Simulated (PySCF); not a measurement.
H7GeNSSi, SMILES N[SiH2][S][GeH3] at its B3LYP/def2-SVP optimised geometry (Å):

```
11

Si     1.7724     0.5434     1.3814
N      0.9039     0.4892     2.8732
S      1.3993    -1.0972     0.0000
Ge    -0.8499    -1.0972     0.0000
H      3.2390     0.4448     1.6111
H      1.4032     1.8442     0.7584
H      0.9729    -0.2956     3.5136
H      0.0237     0.9829     2.9785
H     -1.2813    -1.8237    -1.2870
H     -1.3837     0.3522     0.0000
H     -1.4032    -1.8442     1.2316
```

Computed with B3LYP/def2-TZVP (PySCF). Cells within 0.4 Å of a nucleus heavier than hydrogen are left out (blank, or x).

Map of the Laplacian of the electron density (e/bohr⁵), clipped to [-1.50, 1.50] on the plane z = 1.0 Å:

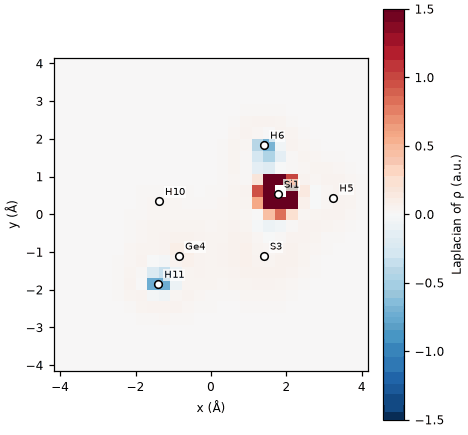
Figure. Laplacian of the electron density (e/bohr⁵), clipped to [-1.50, 1.50] on the plane z = 1.0 Å.
